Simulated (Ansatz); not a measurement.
**Ge2HF+ (doublet): from Hartree-Fock to the top rungs, cc-pVDZ**

How much of the correlation energy of Ge2HF+ (doublet) does each wave-function method recover here?

Computed with Ansatz 0.2.0, Gaussian basis. Level: cc-pVDZ, core rule «outside noble gas», up to 29 orbitals frozen.

The runs, in order: UHF; CCSD(T) on ROHF; CCSD(T) on UHF; BCCD(T) on ROHF; CISD as a restricted active space (open shells left free, so some higher excitations enter); CCSDT(Q) on ROHF; CCSDT(Q) on UHF.

4 further runs of the same task are left out: 4 set aside as unsound or not needed. Runs told in other sessions of the task aren't counted.

**1. The system**

The geometry is a PBE0/def2-TZVP stationary point (not a proven minimum) of the parent state, kept for this charge and spin. No spin-orbit coupling is included. The filled d shell of Ge may be among the frozen orbitals whatever the setting's name suggests.

4 atoms, charge 1, spin multiplicity 2.

Atoms are counted from 1 here; the program's logs count them from 0.

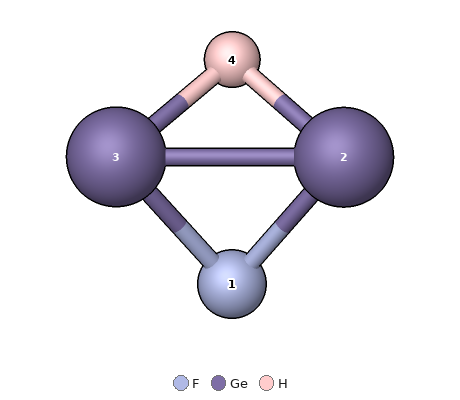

The geometry (fluorine light blue, germanium purple, hydrogen pink); atoms are numbered from 1 in the order of the file.

In the tables R marks a restricted open-shell determinant and U an unrestricted one; energies count from the table's Hartree-Fock row.

**2. UHF**

The input, in.yaml:

```yaml
crystal:
  periodic: [false, false, false]
  atoms:
    - {symbol: F, position_ang: [-0.045817, -1.427113, -0.000001]}
    - {symbol: Ge, position_ang: [0.014783, 0.182489, -1.197682]}
    - {symbol: Ge, position_ang: [0.014783, 0.182488, 1.197682]}
    - {symbol: H, position_ang: [-1.267168, 0.596209, 0.000000]}
basis:
  gaussian: {orbitals: cc-pVDZ}
total_charge: 1
magnetization: {spin_polarized: true, initial_magnetization: 1}
hamiltonian: {xc: hf}
output: {orbitals: {seedname: orbitals}}
```

Run with:

```
> ansatz run in.yaml --threads 1 --pin off --events-out ev --progress --plain --max-ram 4096MiB --backend cpu
```

Output:

```text
Functional definition: HF
  name "HF"
  cite "Fock, Z. Phys. 61, 126 (1930) doi:10.1007/BF01340294"
  parent pbe
  exchange = exact_x
  correlation = 0
827 factors; integrals over basis functions are off by at most 1.1e-3 eV
mean field evaluation 1: about -115653.1397 eV, gradient 4.1e1 eV
mean field evaluation 2: about -115653.1481 eV, gradient 4.1e1 eV
mean field evaluation 4: about -115659.6278 eV, gradient 2.3e0 eV
mean field evaluation 8: about -115659.7446 eV, gradient 1.0e-1 eV
mean field evaluation 16: about -115655.9160 eV, gradient 4.5e0 eV
mean field evaluation 32: about -115649.0301 eV, gradient 5.0e0 eV
mean field -115659.74516617 eV, -4250.4172378658 hartree, gradient 3.0e-5 eV, S^2 0.807200; 1 other end points of the search recorded, 0 dependent functions left out
reference -115659.74516617 eV, -4250.4172378658 hartree; 37, 36 occupied and 36, 37 virtual orbitals, 827 factors
Total energy: -115659.74516617 eV, -4250.4172378658 hartree
```

It took 3.4 s on 1 thread of AMD EPYC 7R13, shared host.

From the report: ⟨S²⟩ of the determinant 0.807 (pure doublet: 0.75).

**3. CCSD(T) on ROHF**

Edit in.yaml of step 2 so:

```diff
@@ -10,4 +10,3 @@
 total_charge: 1
-magnetization: {spin_polarized: true, initial_magnetization: 1}
-hamiltonian: {xc: hf}
-output: {orbitals: {seedname: orbitals}}
+magnetization: {spin_polarized: false, initial_magnetization: 1}
+correlation: {method: ccsd_t, electrons: outside_noble_gas}
```

Same command.

Output, shortened:

```text
Functional definition: HF
  name "HF"
  cite "Fock, Z. Phys. 61, 126 (1930) doi:10.1007/BF01340294"
  parent pbe
[...]
827 factors; integrals over basis functions are off by at most 1.1e-3 eV
[...]
mean field -115659.57027440 eV, -4250.4108107119 hartree, gradient 6.0e-6 eV, S^2 0.750000; 2 other end points of the search recorded, 0 dependent functions left out
[...]
determinant -115659.57027440 eV, -4250.4108107119 hartree, with singles and doubles -115669.35550203 eV, -4250.7704111944 hartree
determinant -115656.57072270 eV, -4250.3005792200 hartree, with singles and doubles -115666.63670477 eV, -4250.6704972379 hartree
determinant -115656.48541883 eV, -4250.2974443605 hartree, with singles and doubles -115666.58398282 eV, -4250.6685597420 hartree
29 core orbitals not correlated: weight in the atoms' cores, before any rotation towards them, 0.978 or more for the frozen orbitals, at most 0.023 for the correlated occupied ones
reference -115659.57027440 eV, -4250.4108107119 hartree; 8, 7 occupied and 36, 37 virtual orbitals, 827 factors
second order -8.98409311 eV of doubles, -0.06317283 eV of singles
cycle   1  -9.78592039 eV  change   -6.9e-4 eV  update   2.2e-3
[...]
cycle   9  -9.78612300 eV  change    4.9e-6 eV  update   7.2e-6
perturbative correction -0.30438489 eV, -0.0111859382 hartree
Total energy: -115669.66078229 eV, -4250.7816300373 hartree
```

It took 10 s on 1 thread of AMD EPYC 7R13, shared host.

From the report: correlation -10.0905 eV; T1 0.026; largest double amplitude 0.06.

**4. CCSD(T) on UHF**

Edit in.yaml of step 3 so:

```diff
@@ -10,3 +10,3 @@
 total_charge: 1
-magnetization: {spin_polarized: false, initial_magnetization: 1}
+magnetization: {spin_polarized: true, initial_magnetization: 1}
 correlation: {method: ccsd_t, electrons: outside_noble_gas}
```

The command is unchanged.

Output, shortened:

```text
Functional definition: HF
  name "HF"
  cite "Fock, Z. Phys. 61, 126 (1930) doi:10.1007/BF01340294"
  parent pbe
[...]
827 factors; integrals over basis functions are off by at most 1.1e-3 eV
[...]
mean field -115659.74516617 eV, -4250.4172378658 hartree, gradient 2.3e-6 eV, S^2 0.807200; 3 other end points of the search recorded, 0 dependent functions left out
determinant -115659.74516617 eV, -4250.4172378658 hartree, with singles and doubles -115669.36105253 eV, -4250.7706151715 hartree
determinant -115656.86699197 eV, -4250.3114669147 hartree, with singles and doubles -115666.58981819 eV, -4250.6687741879 hartree
determinant -115656.84870704 eV, -4250.3107949560 hartree, with singles and doubles -115666.60598040 eV, -4250.6693681383 hartree
29 core orbitals not correlated: weight in the atoms' cores, before any rotation towards them, 0.978 or more for the frozen orbitals, at most 0.023 for the correlated occupied ones
reference -115659.74516617 eV, -4250.4172378658 hartree; 8, 7 occupied and 36, 37 virtual orbitals, 827 factors
second order -8.83020020 eV of doubles, -0.00000000 eV of singles
cycle   1  -9.61783705 eV  change   -2.0e-3 eV  update   2.0e-3
[...]
cycle   9  -9.61863026 eV  change    8.0e-6 eV  update   7.6e-6
perturbative correction -0.29815639 eV, -0.0109570452 hartree
Total energy: -115669.66195282 eV, -4250.7816730532 hartree
```

It took 11 s on 1 thread of AMD EPYC 7R13, shared host.

From the report: ⟨S²⟩ of the determinant 0.807 (pure doublet: 0.75); correlation -9.9168 eV; T1 0.026; largest double amplitude 0.06.

**5. BCCD(T) on ROHF**

Edit in.yaml of step 4 so:

```diff
@@ -10,3 +10,3 @@
 total_charge: 1
-magnetization: {spin_polarized: true, initial_magnetization: 1}
-correlation: {method: ccsd_t, electrons: outside_noble_gas}
+magnetization: {spin_polarized: false, initial_magnetization: 1}
+correlation: {method: bccd_t, electrons: outside_noble_gas}
```

Same command.

Output, shortened:

```text
Functional definition: HF
  name "HF"
  cite "Fock, Z. Phys. 61, 126 (1930) doi:10.1007/BF01340294"
  parent pbe
[...]
827 factors; integrals over basis functions are off by at most 1.1e-3 eV
[...]
mean field -115659.57027440 eV, -4250.4108107119 hartree, gradient 6.0e-6 eV, S^2 0.750000; 2 other end points of the search recorded, 0 dependent functions left out
[...]
determinant -115659.57027440 eV, -4250.4108107119 hartree, with singles and doubles -115669.35550203 eV, -4250.7704111944 hartree
determinant -115656.57072270 eV, -4250.3005792200 hartree, with singles and doubles -115666.63670477 eV, -4250.6704972379 hartree
determinant -115656.48541883 eV, -4250.2974443605 hartree, with singles and doubles -115666.58398282 eV, -4250.6685597420 hartree
29 core orbitals not correlated: weight in the atoms' cores, before any rotation towards them, 0.978 or more for the frozen orbitals, at most 0.023 for the correlated occupied ones
reference -115659.57027440 eV, -4250.4108107119 hartree; 8, 7 occupied and 36, 37 virtual orbitals, 827 factors
second order -8.98409311 eV of doubles, -0.06317283 eV of singles
cycle   1  -9.74805406 eV  change    3.7e-2 eV  update   1.6e-2
[...]
cycle  11  -9.74888873 eV  change   -2.4e-6 eV  update   7.9e-6
perturbative correction -0.34818603 eV, -0.0127956005 hartree
Total energy: -115669.66734916 eV, -4250.7818713651 hartree
```

Wall time 11 s (1 thread of AMD EPYC 7R13, shared host).

From the report: correlation -10.0971 eV; largest double amplitude 0.06.

**6. CISD as a restricted active space (open shells left free, so some higher excitations enter)**

Edit in.yaml of step 5 so:

```diff
@@ -11,2 +11,2 @@
 magnetization: {spin_polarized: false, initial_magnetization: 1}
-correlation: {method: bccd_t, electrons: outside_noble_gas}
+correlation: {active_space: {ras: {orbitals: [7, 1, 36], electrons: 15, max_holes: 2, max_particles: 2}, fixed_orbitals: true}}
```

The command is unchanged.

Output:

```text
Functional definition: HF
  name "HF"
  cite "Fock, Z. Phys. 61, 126 (1930) doi:10.1007/BF01340294"
  parent pbe
  exchange = exact_x
  correlation = 0
827 factors; integrals over basis functions are off by at most 1.1e-3 eV
mean field evaluation 1: about -115653.1067 eV, gradient 5.7e1 eV
mean field evaluation 2: about -115653.1151 eV, gradient 5.7e1 eV
mean field evaluation 4: about -115659.4820 eV, gradient 3.7e0 eV
mean field evaluation 8: about -115659.5703 eV, gradient 4.2e-3 eV
mean field evaluation 16: about -115653.7496 eV, gradient 5.7e1 eV
mean field -115659.57027440 eV, -4250.4108107119 hartree, gradient 6.0e-6 eV, S^2 0.750000; 0 other end points of the search recorded, 0 dependent functions left out
reference -115659.57027440 eV, -4250.4108107119 hartree; 37, 36 occupied and 36, 37 virtual orbitals, 827 factors
state -115668.30014492 eV, -4250.7316275359 hartree
Total energy: -115668.30014492 eV, -4250.7316275359 hartree
```

It took 6.5 s on 1 thread of AMD EPYC 7R13, shared host.

From the report: 82,502 determinants.

**7. CCSDT(Q) on ROHF**

Edit in.yaml of step 6 so:

```diff
@@ -11,2 +11,2 @@
 magnetization: {spin_polarized: false, initial_magnetization: 1}
-correlation: {active_space: {ras: {orbitals: [7, 1, 36], electrons: 15, max_holes: 2, max_particles: 2}, fixed_orbitals: true}}
+correlation: {method: ccsdt_q, electrons: outside_noble_gas}
```

Run with:

```
> ansatz run in.yaml --threads 2 --pin off --events-out ev --progress --plain --max-ram 24576MiB --backend cuda --devices 0, --max-vram 18GiB
```

Output, shortened:

```text
Functional definition: HF
  name "HF"
  cite "Fock, Z. Phys. 61, 126 (1930) doi:10.1007/BF01340294"
  parent pbe
[...]
1467 factors; integrals over basis functions are off by at most 2.4e-7 eV
[...]
mean field -115659.57080453 eV, -4250.4108301938 hartree, gradient 2.2e-6 eV, S^2 0.750000; 2 other end points of the search recorded, 0 dependent functions left out
[...]
determinant -115659.57080453 eV, -4250.4108301938 hartree, with singles and doubles -115669.35603306 eV, -4250.7704307096 hartree
determinant -115656.57123458 eV, -4250.3005980313 hartree, with singles and doubles -115666.63722598 eV, -4250.6705163922 hartree
determinant -115656.48595271 eV, -4250.2974639804 hartree, with singles and doubles -115666.58451888 eV, -4250.6685794420 hartree
29 core orbitals not correlated: weight in the atoms' cores, before any rotation towards them, 0.978 or more for the frozen orbitals, at most 0.023 for the correlated occupied ones
reference -115659.57080453 eV, -4250.4108301938 hartree; 8, 7 occupied and 36, 37 virtual orbitals, 1467 factors
second order -8.98411522 eV of doubles, -0.06317275 eV of singles
cycle   1  -9.32815300 eV  change   -2.8e-1 eV  update   1.2e-1
[...]
cycle  20  -10.12839795 eV  change   -1.6e-6 eV  update   1.9e-6
perturbative correction -0.02233272 eV, -0.0008207123 hartree
Total energy: -115669.72153521 eV, -4250.7838626657 hartree
```

It took 8.5 s on 1 × H100 (card shared with other runs) with 2 threads of AMD EPYC 7R13, shared host; peak host memory 0.91 GiB.

From the report: correlation -10.1507 eV; T1 0.026; largest double amplitude 0.06.

**8. CCSDT(Q) on UHF**

Edit in.yaml of step 7 so:

```diff
@@ -10,3 +10,3 @@
 total_charge: 1
-magnetization: {spin_polarized: false, initial_magnetization: 1}
+magnetization: {spin_polarized: true, initial_magnetization: 1}
 correlation: {method: ccsdt_q, electrons: outside_noble_gas}
```

Same command.

Output, shortened:

```text
Functional definition: HF
  name "HF"
  cite "Fock, Z. Phys. 61, 126 (1930) doi:10.1007/BF01340294"
  parent pbe
[...]
1467 factors; integrals over basis functions are off by at most 2.4e-7 eV
[...]
mean field -115659.74569817 eV, -4250.4172574163 hartree, gradient 2.4e-6 eV, S^2 0.807201; 3 other end points of the search recorded, 0 dependent functions left out
determinant -115659.74569817 eV, -4250.4172574163 hartree, with singles and doubles -115669.36158356 eV, -4250.7706346865 hartree
determinant -115656.86752891 eV, -4250.3114866471 hartree, with singles and doubles -115666.59034876 eV, -4250.6687936859 hartree
determinant -115656.84922803 eV, -4250.3108141021 hartree, with singles and doubles -115666.60650099 eV, -4250.6693872697 hartree
29 core orbitals not correlated: weight in the atoms' cores, before any rotation towards them, 0.978 or more for the frozen orbitals, at most 0.023 for the correlated occupied ones
reference -115659.74569817 eV, -4250.4172574163 hartree; 8, 7 occupied and 36, 37 virtual orbitals, 1467 factors
second order -8.83022035 eV of doubles, -0.00000000 eV of singles
cycle   1  -9.11832126 eV  change   -2.9e-1 eV  update   1.2e-1
[...]
cycle  19  -9.95663656 eV  change   -1.3e-6 eV  update   1.9e-6
perturbative correction -0.02826196 eV, -0.0010386077 hartree
Total energy: -115669.73059669 eV, -4250.7841956689 hartree
```

Wall time 10 s (1 × H100 (card shared with other runs) with 2 threads of AMD EPYC 7R13, shared host); peak host memory 0.87 GiB.

From the report: ⟨S²⟩ of the determinant 0.807 (pure doublet: 0.75); correlation -9.9849 eV; T1 0.027; largest double amplitude 0.06.

**9. All levels against the top one**

The yardstick is UCCSDT(Q), where the cluster series has nearly closed. Rows without a time are mean-field rows or come out of runs for another level: lower rungs of the coupled-cluster runs, or the Hartree-Fock search.

Differences are taken before rounding.

```csv
method,energy from the lowest ROHF (meV),from UCCSDT(Q) (meV),time
ROHF,0.0,+10160.3,
UHF,-174.9,+9985.4,
RMP2,-9047.3,+1113.1,
UMP2,-9005.1,+1155.2,
RCCSD,-9786.1,+374.2,
UCCSD,-9793.5,+366.8,
RCCSD(T),-10090.5,+69.8,10 s
UCCSD(T),-10091.7,+68.6,11 s
BCCD(T),-10097.1,+63.2,11 s
RCCSDT,-10128.9,+31.4,
UCCSDT,-10132.1,+28.3,
RCCSDT(Q),-10151.3,+9.1,8.5 s (GPU)
UCCSDT(Q),-10160.3,0,10 s (GPU)
```

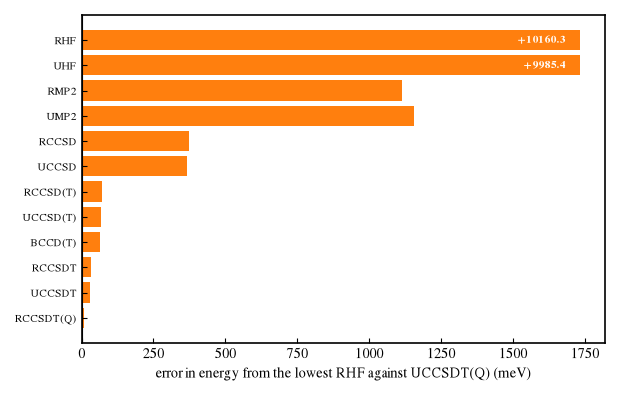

Error of each method against UCCSDT(Q). Bars with a number in them are cut short.

Some runs used a GPU and others CPU threads alone; cost is compared among the CPU runs only.

Not comparable, so not listed: CISD as a restricted active space (open shells left free, so some higher excitations enter) (they don't share determinant, frozen orbitals or solution with the rows shown, or repeat one).

**10. Outcome**

| quantity | value |
| --- | --- |
| UCCSDT(Q) from the ROHF energy | -10.1603 eV |
| RMP2 from UCCSDT(Q) | +1113.1 meV |
| UMP2 from UCCSDT(Q) | +1155.2 meV |
| RCCSD from UCCSDT(Q) | +374.2 meV |
| RCCSD(T) from UCCSDT(Q) | +69.8 meV |
| UCCSD(T) from UCCSDT(Q) | +68.6 meV |
| RCCSDT(Q) from UCCSDT(Q) | +9.1 meV |
| levels within 1 kcal/mol (43 meV) | RCCSDT, UCCSDT, RCCSDT(Q) |
| T1 diagnostic | 0.026 |

**Reading.** RCCSD(T) misses by +69.8 meV, 0.7 % of the correlation energy. These misses are within one basis, not against nature; the frozen cores of restricted and unrestricted runs differ, which can shift their rows.
